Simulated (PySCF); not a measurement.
```xyz
4

O    -0.461   -1.078   -0.317
S     0.242    0.110    0.615
O    -1.158    0.232   -0.278
O     1.378    0.736   -0.021
```

**Where will the first 3 clear peaks of this molecule's radial distribution curve from gas electron diffraction lie, and which pairs make them?**

Peak 1, 1.46 Å: S–O 1.44 Å, O–O 1.48 Å
Peak 2, 1.66 Å: S–O 1.67 Å (×2)
Peak 3, 2.60 Å: O···O 2.60 Å (×2)

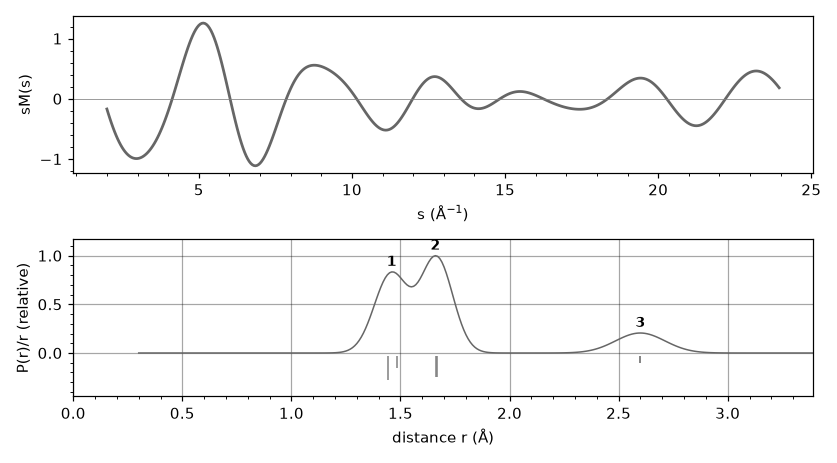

Simulated gas electron diffraction: reduced molecular intensity sM(s) from the Debye equation in the first Born approximation (top) and the radial distribution curve (bottom) of O₃S. Each pair of atoms contributes with weight ZᵢZⱼ/r (bars below the curve); damping constant 0.0015 Å²; vibrational amplitudes assumed, not computed: 0.05 Å for bonds, 0.078 Å for bonds to H, 0.06 + 0.015 r up to 0.15 Å for other pairs. The geometry is the end point of an optimisation (PySCF 2.14.0, density-fitted response routines, PBE0-D3(BJ)/def2-SVP geometry optimisation, gas phase); it may be a saddle point or a higher isomer.
